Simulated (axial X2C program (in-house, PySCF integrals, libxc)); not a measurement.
# AsO⁺: bond curves with and without spin–orbit coupling

Aim: find the lowest determinant of AsO⁺, scan the bond at several levels and fit the constants, once spin-free and once with spin–orbit coupling.

The runs use an in-house X2C program for linear molecules on PySCF integrals; all-electron X2C, As dyall-cv3z, O dyall-av3z.

All values are calculated.

## 1. Set-up

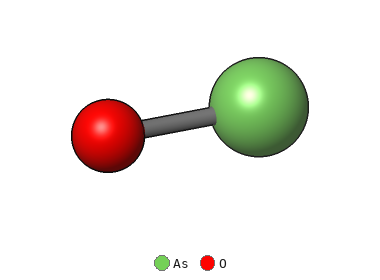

The two atoms at 1.710 Å (arsenic green, oxygen red).

Input file task.json:

```json
{"zs": [33, 8], "q": 1, "bas": ["dyall-cv3z", "dyall-av3z"], "levels": ["PBE0", "HF", "r2SCAN0"], "cc": true, "r0": 1.71, "thr": -2.0, "nmax": 90, "npts": 10, "nst": 2, "ntry": 6}
```

Keys: zs atomic numbers; q charge; bas basis sets; levels methods (HF also brings MP2); cc coupled cluster on or off; r0 starting distance in Å; thr threshold in hartree for freezing inner shells (an s shell follows its p shell); nmax most natural virtual spinors; npts points asked for on the curve; nst determinants followed; ntry starts of the search.

Command:

```sh
$ python so2c.py task.json out
```

Spin-free means the one-electron spin-free X2C Hamiltonian; two-component (2c) means X2C with spin–orbit coupling and atomic mean-field two-electron Coulomb and Gaunt terms. Basis: As dyall-cv3z contracted to [9s9p6d4f1g], O dyall-av3z contracted to [7s6p3d2f]; Gaussian nuclei, density fitting. Masses: As 74.922 u, O 15.995 u.

Notation: σ, π±, δ± give the projection m of an orbital's angular momentum (0, ±1, ±2), α and β its spin, Λ and M_S the sums; ω is the projection of a spinor's total angular momentum and Ω the sum. Logs are in hartree.

The results follow Hamiltonian by Hamiltonian and level by level.

## 2. State search with PBE0

PBE0 moves the distance from 1.710 Å to 1.557 Å and compares determinants there.

Spin-free determinants:

| ΔE (eV) | state | open shells |
| --- | --- | --- |
| 0.00 | M_S = 0, Λ = 0 | closed shell |
| 4.37 | M_S = 1, Λ = 0 | beyond closed shells: π+α, π+β, 2 × π-α |
| 4.37 | M_S = 1, Λ = 2 | beyond closed shells: 2 × π+α, π+β, π-α |
| 4.41 | M_S = 1, Λ = 1 | beyond closed shells: σα, π+α |
| 4.73 | M_S = 0, Λ = 2 | beyond closed shells: π+α, 2 × π+β, π-α |
| 4.75 | M_S = 0, Λ = 1 | beyond closed shells: σα, π+β |

Two-component determinants:

| ΔE (eV) | state | open shells |
| --- | --- | --- |
| 0.00 | Ω = 0 | closed shell |
| 4.25 | Ω = 1 | excess of +ω over −ω: ω = -1/2, ω = 3/2 |
| 4.30 | Ω = 1 | excess of +ω over −ω: 2 × ω = 1/2 |
| 4.44 | Ω = 3 | excess of +ω over −ω: 2 × ω = 3/2 |
| 4.49 | Ω = 1 | excess of +ω over −ω: ω = -1/2, ω = 3/2 |
| 4.51 | Ω = 2 | excess of +ω over −ω: ω = 1/2, ω = 3/2 |
| 4.62 | Ω = 2 | excess of +ω over −ω: ω = 1/2, ω = 3/2 |

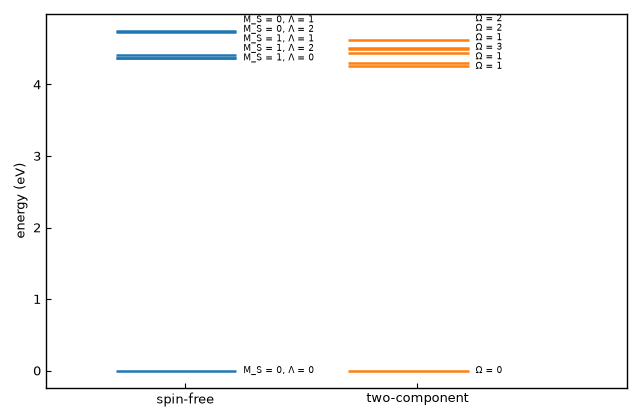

The determinants found, each set from its own lowest.

## 3. PBE0, spin-free

State followed: M_S = 0, Λ = 0 (closed shell). The scan is laid around 1.557 Å, a first estimate of the minimum, and this SCF restarts from the orbitals of the search.

The SCF at the reference distance of 1.557 Å:

```text
spin-free X2C-1e  PBE0
basis functions 157  fitting functions 872  grid points 5070
iter        total energy     max residual
   1      -2335.456048736     2.52e-07
   2      -2335.456048736     2.56e-07
converged
one-electron -3414.65145439  Coulomb 1081.79038253  exact exchange -22.63416303  xc functional -69.68642957  nuclear repulsion 89.72561572
```

Along the bond, energies from the lowest point:

| R (Å) | E (eV) | μ (D) | HOMO (eV) | LUMO (eV) | iterations |
| --- | --- | --- | --- | --- | --- |
| 1.355 | 1.9886 | -2.30 | -18.62 | -10.20 | 12 |
| 1.417 | 0.8190 | -2.47 | -18.62 | -10.45 | 11 |
| 1.464 | 0.3202 | -2.59 | -18.59 | -10.64 | 12 |
| 1.510 | 0.0657 | -2.70 | -18.55 | -10.82 | 12 |
| 1.557 | 0.0000 | -2.81 | -18.49 | -10.99 | 2 |
| 1.611 | 0.1039 | -2.92 | -18.14 | -11.17 | 12 |
| 1.666 | 0.3510 | -3.03 | -17.82 | -11.35 | 12 |
| 1.736 | 0.8140 | -3.16 | -17.44 | -11.56 | 13 |
| 1.822 | 1.5166 | -3.29 | -17.03 | -11.79 | 14 |
| 1.946 | 2.6629 | -3.45 | -16.53 | -12.07 | 16 |

Dipoles are positive if O is the positive end and refer to the centre of mass.

Outer orbitals at the reference distance:

| symmetry | occupied | ε (eV) | atomic character |
| --- | --- | --- | --- |
| σα | yes | -24.15 | 48% As s, 28% O p, 12% O s |
| σα | yes | -18.49 | 54% O p, 27% As p, 12% As s |
| π-α | yes | -18.49 | 72% O p, 22% As p, 3% As d |
| π+α | yes | -18.49 | 72% O p, 22% As p, 3% As d |
| π+α | no | -10.99 | 62% As p, 21% O p, 8% As d |
| π-α | no | -10.99 | 62% As p, 21% O p, 8% As d |
| σα | no | -6.23 | 45% As p, 31% As d, 12% O s |
| σα | no | -3.73 | 42% O s, 20% As s, 17% As p |

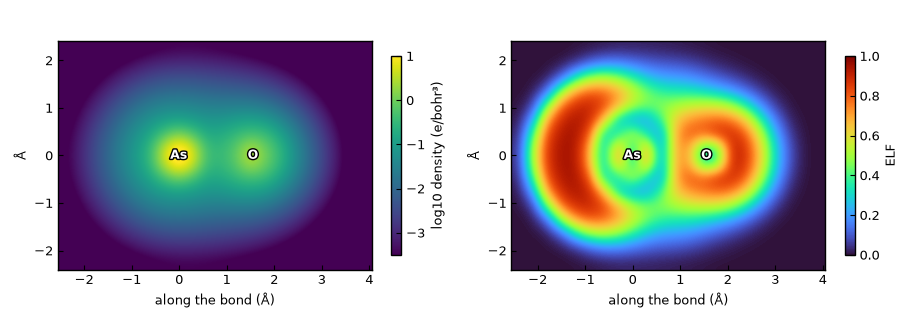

PBE0 fields in a plane through the axis, from a grid of 0.3 Å; As lies at z = 0 and O at z = 1.557 Å; the ELF is damped to zero where the density is low.

Re = 1.553 Å, ωe = 1182 cm⁻¹, ωexe = 4.22 cm⁻¹, Be = 0.5304 cm⁻¹, De = 6.27 eV, μ = -2.80 D.

## 4. HF, spin-free

Output at 1.557 Å:

```text
spin-free X2C-1e  HF
basis functions 157  fitting functions 872  grid points 5070
iter        total energy     max residual
   1      -2333.672108256     2.09e-01
   2      -2333.699186722     7.13e-03
   3      -2333.699719846     9.28e-03
   4      -2333.700575733     2.41e-03
   5      -2333.700683187     7.53e-04
   6      -2333.700694207     3.83e-04
   7      -2333.700697779     1.11e-04
   8      -2333.700698278     3.01e-05
   9      -2333.700698303     8.11e-06
  10      -2333.700698304     4.68e-07
converged
one-electron -3414.39298985  Coulomb 1081.62882407  exact exchange -90.66214826  xc functional 0.00000000  nuclear repulsion 89.72561572
```

Re = 1.515 Å, ωe = 1340 cm⁻¹, ωexe = 3.98 cm⁻¹, Be = 0.5569 cm⁻¹, De = 2.46 eV, μ = -3.46 D.

## 5. r2SCAN0, spin-free

Output at 1.557 Å:

```text
spin-free X2C-1e  r2SCAN0
basis functions 157  fitting functions 872  grid points 5070
iter        total energy     max residual
   1      -2335.697369684     3.94e-02
   2      -2335.698797105     3.46e-03
   3      -2335.698072098     9.42e-03
   4      -2335.698853822     2.53e-03
   5      -2335.698907566     3.40e-04
   6      -2335.698908727     2.62e-05
   7      -2335.698908734     4.57e-06
   8      -2335.698908734     1.85e-06
converged
one-electron -3414.82146755  Coulomb 1081.98946789  exact exchange -22.64339681  xc functional -69.94912798  nuclear repulsion 89.72561572
```

Re = 1.543 Å, ωe = 1213 cm⁻¹, ωexe = 4.23 cm⁻¹, Be = 0.5371 cm⁻¹, De = 5.91 eV, μ = -2.82 D.

## 6. MP2 and beyond, spin-free

Correlated methods: 10 electrons correlated (frozen shells, counted by type: As 3 s, 2 p, 1 d; O 1 s), 232 virtual spinors in MP2, 88 natural virtuals in coupled cluster.

Output of the correlated part at 1.557 Å:

```text
correlated 10  virtual 232  natural virtual 88  E(MP2) -0.379605009  MP2 remainder -0.010096073
iter   CCSD correlation   residual
   1     -0.332999004   2.47e-01
   2     -0.352921987   1.52e-01
   3     -0.357827788   3.35e-02
   4     -0.358280849   1.37e-02
   5     -0.358528256   4.54e-03
   6     -0.358486346   1.00e-03
   7     -0.358483202   3.48e-04
   8     -0.358488861   1.23e-04
   9     -0.358488896   3.69e-05
  10     -0.358488442   9.63e-06
  11     -0.358488618   2.58e-06
  12     -0.358488570   7.66e-07
  13     -0.358488567   2.47e-07
(T) -0.022201338  T1 0.0431  D1 0.0652  max T2 0.083
```

T1 in the output is the amplitude norm over the root of the electron number; divide by √2 for the Lee–Taylor value.

MP2: Re = 1.600 Å, ωe = 996 cm⁻¹, Be = 0.4997 cm⁻¹, De = 7.16 eV.

CCSD: Re = 1.560 Å, ωe = 1169 cm⁻¹, ωexe = 4.25 cm⁻¹, Be = 0.5258 cm⁻¹, De = 5.96 eV. T1 at Re = 0.031 (Lee–Taylor, the printed value over √2).

CCSD(T): Re = 1.577 Å, ωe = 1089 cm⁻¹, ωexe = 5.09 cm⁻¹, Be = 0.514 cm⁻¹, De = 6.44 eV. T1 at Re = 0.032 (Lee–Taylor, the printed value over √2).

## 7. The spin-free curves together

Energy (eV) of the followed determinant, spin-free, from each level's lowest point:

| R (Å) | PBE0 | HF | MP2 | CCSD | CCSD(T) | r2SCAN0 |
| --- | --- | --- | --- | --- | --- | --- |
| 1.355 | 1.989 | 1.542 | 2.510 | n/a | n/a | 1.854 |
| 1.417 | 0.819 | 0.510 | 1.203 | 0.898 | 1.029 | 0.725 |
| 1.464 | 0.320 | 0.128 | 0.597 | 0.369 | 0.461 | 0.257 |
| 1.510 | 0.066 | 0.000 | 0.230 | 0.088 | 0.136 | 0.034 |
| 1.557 | 0.000 | 0.068 | 0.045 | 0.000 | 0.000 | 0.000 |
| 1.611 | 0.104 | 0.336 | 0.000 | 0.081 | 0.019 | 0.140 |
| 1.666 | 0.351 | 0.752 | 0.088 | 0.307 | 0.176 | 0.422 |
| 1.736 | 0.814 | 1.436 | 0.334 | 0.747 | 0.516 | 0.929 |
| 1.822 | 1.517 | 2.407 | 0.775 | n/a | n/a | 1.682 |
| 1.946 | 2.663 | 3.914 | 1.726 | n/a | n/a | 2.896 |

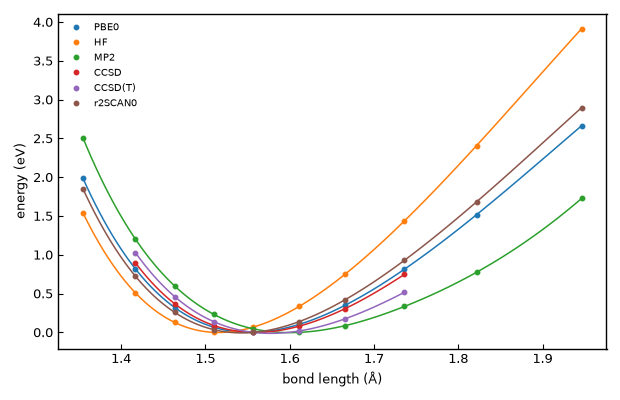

Curves of the followed state, spin-free, each from its own lowest point.

## 8. PBE0, 2c

State followed: Ω = 0 (closed shell). The scan is laid around 1.557 Å, a first estimate of the minimum, and this SCF restarts from the orbitals of the search.

The SCF at the reference distance of 1.557 Å:

```text
two-component X2C + atomic mean field  PBE0
basis functions 157  fitting functions 872  grid points 5070
iter        total energy     max residual
   1      -2334.708260450     9.19e-06
   2      -2334.708260451     1.26e-05
converged
one-electron -3412.71924005  Coulomb 1081.38024733  exact exchange -22.62555431  xc functional -69.66010338  nuclear repulsion 89.72561572  atomic mean-field constant -0.80922576
```

Along the bond, energies from the lowest point:

| R (Å) | E (eV) | μ (D) | HOMO (eV) | LUMO (eV) | iterations |
| --- | --- | --- | --- | --- | --- |
| 1.355 | 1.9957 | -2.30 | -18.61 | -10.26 | 12 |
| 1.417 | 0.8236 | -2.47 | -18.61 | -10.52 | 11 |
| 1.464 | 0.3231 | -2.59 | -18.58 | -10.71 | 12 |
| 1.510 | 0.0671 | -2.70 | -18.54 | -10.89 | 12 |
| 1.557 | 0.0000 | -2.81 | -18.46 | -11.06 | 2 |
| 1.611 | 0.1024 | -2.92 | -18.12 | -11.25 | 12 |
| 1.666 | 0.3480 | -3.03 | -17.80 | -11.42 | 12 |
| 1.736 | 0.8093 | -3.16 | -17.43 | -11.63 | 13 |
| 1.822 | 1.5096 | -3.29 | -17.03 | -11.86 | 15 |
| 1.946 | 2.6519 | -3.44 | -16.51 | -12.14 | 18 |

Dipoles are positive if O is the positive end and refer to the centre of mass.

Outer spinors at the reference distance:

```
  ω  occupied  ε (eV)             atomic character     λ mixture
1/2       yes  -24.15   48% As s, 28% O p, 12% O s        100% σ
1/2       yes  -18.53   64% O p, 25% As p, 4% As s  64% π, 36% σ
1/2       yes  -18.46   61% O p, 24% As p, 8% As s  64% σ, 36% π
3/2       yes  -18.46   72% O p, 21% As p, 3% As d        100% π
1/2        no  -11.06   61% As p, 21% O p, 8% As d        100% π
3/2        no  -10.90   62% As p, 20% O p, 8% As d        100% π
1/2        no   -6.22  45% As p, 31% As d, 12% O s        100% σ
1/2        no   -3.70  41% O s, 21% As s, 17% As p        100% σ
```

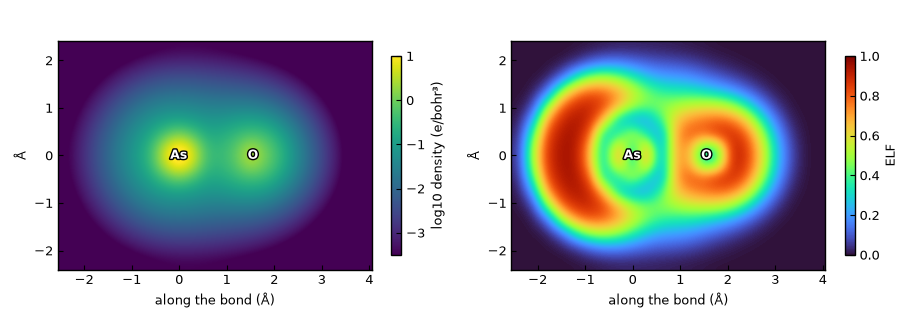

PBE0 fields in a plane through the axis, from a grid of 0.3 Å; As lies at z = 0 and O at z = 1.557 Å; the ELF is damped to zero where the density is low.

Re = 1.553 Å, ωe = 1181 cm⁻¹, ωexe = 4.23 cm⁻¹, Be = 0.5301 cm⁻¹, De = 6.25 eV, μ = -2.80 D.

## 9. HF, 2c

Output at 1.557 Å:

```text
two-component X2C + atomic mean field  HF
basis functions 157  fitting functions 872  grid points 5070
iter        total energy     max residual
   1      -2332.924819989     2.09e-01
   2      -2332.951872540     7.10e-03
   3      -2332.952412331     9.39e-03
   4      -2332.953256636     2.57e-03
   5      -2332.953364383     7.53e-04
   6      -2332.953375913     3.79e-04
   7      -2332.953380059     1.23e-04
   8      -2332.953380943     6.84e-05
   9      -2332.953381123     4.42e-05
  10      -2332.953381226     2.88e-05
  11      -2332.953381306     6.47e-06
  12      -2332.953381309     2.66e-06
  13      -2332.953381309     1.49e-06
converged
one-electron -3412.46245712  Coulomb 1081.22024433  exact exchange -90.62755848  xc functional 0.00000000  nuclear repulsion 89.72561572  atomic mean-field constant -0.80922576
```

No constants are quoted: the solution changes its character somewhere along the scan, so the fit is set aside.

## 10. r2SCAN0, 2c

Output at 1.557 Å:

```text
two-component X2C + atomic mean field  r2SCAN0
basis functions 157  fitting functions 872  grid points 5070
iter        total energy     max residual
   1      -2334.949113848     3.94e-02
   2      -2334.950545209     3.44e-03
   3      -2334.949834015     9.39e-03
   4      -2334.950600518     2.54e-03
   5      -2334.950654439     3.46e-04
   6      -2334.950655605     2.90e-05
   7      -2334.950655612     4.63e-06
   8      -2334.950655612     2.12e-06
converged
one-electron -3412.88869258  Coulomb 1081.57872175  exact exchange -22.63477130  xc functional -69.92230345  nuclear repulsion 89.72561572  atomic mean-field constant -0.80922576
```

Re = 1.544 Å, ωe = 1212 cm⁻¹, ωexe = 4.23 cm⁻¹, Be = 0.5368 cm⁻¹, De = 5.89 eV, μ = -2.82 D.

## 11. MP2 and beyond, 2c

Correlated methods: 10 electrons correlated (frozen shells, counted by type: As 3 s, 2 p, 1 d; O 1 s), 232 virtual spinors in MP2, 90 natural virtuals in coupled cluster.

Output of the correlated part at 1.557 Å:

```text
correlated 10  virtual 232  natural virtual 90  E(MP2) -0.379294000  MP2 remainder -0.009395193
iter   CCSD correlation   residual
   1     -0.333509705   2.47e-01
   2     -0.353329295   1.51e-01
   3     -0.358243389   3.35e-02
   4     -0.358705178   1.39e-02
   5     -0.358954189   4.61e-03
   6     -0.358911858   1.08e-03
   7     -0.358908320   4.20e-04
   8     -0.358915344   1.80e-04
   9     -0.358914863   8.11e-05
  10     -0.358914446   4.13e-05
  11     -0.358914980   1.83e-05
  12     -0.358914603   6.41e-06
  13     -0.358914741   2.60e-06
  14     -0.358914704   1.17e-06
  15     -0.358914700   5.96e-07
(T) -0.022240529  T1 0.0432  D1 0.0687  max T2 0.082
```

MP2: No constants are quoted: the reference changes its character somewhere along the scan, so the fit is set aside.

CCSD: No constants are quoted: the reference changes its character somewhere along the scan, so the fit is set aside.

CCSD(T): No constants are quoted: the reference changes its character somewhere along the scan, so the fit is set aside.

## 12. The 2c curves together

Energy (eV) of the followed determinant, 2c, from each level's lowest point:

| R (Å) | PBE0 | HF (jumps) | MP2 (its reference jumps) | CCSD (its reference jumps) | CCSD(T) (its reference jumps) | r2SCAN0 |
| --- | --- | --- | --- | --- | --- | --- |
| 1.355 | 1.996 | 1.549 | 2.514 | n/a | n/a | 1.861 |
| 1.417 | 0.824 | 0.514 | 1.205 | 0.902 | 1.033 | 0.729 |
| 1.464 | 0.323 | 0.130 | 0.598 | 0.371 | 0.463 | 0.260 |
| 1.510 | 0.067 | 0.000 | 0.230 | 0.089 | 0.137 | 0.036 |
| 1.557 | 0.000 | 0.067 | 0.045 | 0.000 | 0.000 | 0.000 |
| 1.611 | 0.102 | 0.332 | 0.000 | 0.079 | 0.017 | 0.138 |
| 1.666 | 0.348 | 0.745 | 0.091 | 0.304 | 0.174 | 0.419 |
| 1.736 | 0.809 | 1.424 | 0.358 | 0.739 | 0.516 | 0.924 |
| 1.822 | 1.510 | 2.366 | 1.099 | n/a | n/a | 1.676 |
| 1.946 | 2.652 | 3.569 | 3.799 | n/a | n/a | 2.886 |

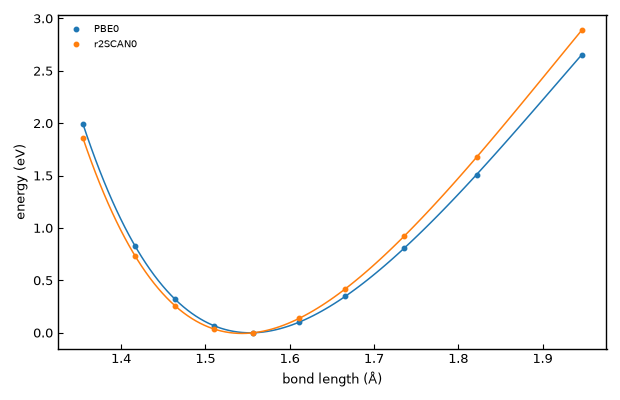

Curves of the followed state, 2c, each from its own lowest point. Left out: HF, MP2, CCSD, CCSD(T).

Time for the job: 3.1 min (1 thread of Intel Xeon Platinum 8488C (Sapphire Rapids), shared host); peak memory 0.61 GiB.

## 13. Constants

Lowest determinant that the search found at its distance, spin-free: M_S = 0, Λ = 0 (closed shell).

Lowest determinant that the search found at its distance, 2c: Ω = 0 (closed shell).

```tsv
Hamiltonian	level	Re (Å)	ωe (cm⁻¹)	De (eV)	μ (D)
spin-free	PBE0	1.553	1182	6.27	-2.80
spin-free	HF	1.515	1340	2.46	-3.46
spin-free	MP2	1.600	996	7.16	n/a
spin-free	CCSD	1.560	1169	5.96	n/a
spin-free	CCSD(T)	1.577	1089	6.44	n/a
spin-free	r2SCAN0	1.543	1213	5.91	-2.82
2c	PBE0	1.553	1181	6.25	-2.80
2c	r2SCAN0	1.544	1212	5.89	-2.82
```

Dipoles are positive if O is the positive end and refer to the centre of mass. No constants: 2c HF (the solution changes its character somewhere along the scan, so the fit is set aside); 2c MP2 (the reference changes its character somewhere along the scan, so the fit is set aside); 2c CCSD (the reference changes its character somewhere along the scan, so the fit is set aside); 2c CCSD(T) (the reference changes its character somewhere along the scan, so the fit is set aside).

Time per point (s) on 1 thread of Intel Xeon Platinum 8488C (Sapphire Rapids), shared host (2c runs); the times are rough: PBE0 0.62, r2SCAN0 0.93.

**Reading.** At PBE0, going from spin-free to two-component changes Re by 0 mÅ, ωe by -0.1 %, which is small (part of it comes from the scalar share of the two-electron terms). De moves by -0.02 eV; both De rest on single-determinant atoms, which can miss part of an open shell's spin–orbit lowering.

De refers to As+ + O, each in the lowest determinant found, which need not be this curve's own limit. The state is a single determinant with fixed occupations, the lowest that a limited PBE0 search found. Closed shells are restricted here (equal orbitals for both partners), which fails at long range if the bond breaks into open shells. De is counted from the lowest determinant-based energies of the atoms at the same level, without counterpoise correction. Coupled cluster ran in a truncated set of natural virtual spinors; the MP2 energy of the rest was added. The meta-GGAs lack a current-density term, which matters for open shells with orbital currents, atoms included. T1 at Re is 0.032 (Lee–Taylor), above the customary mark of 0.02.
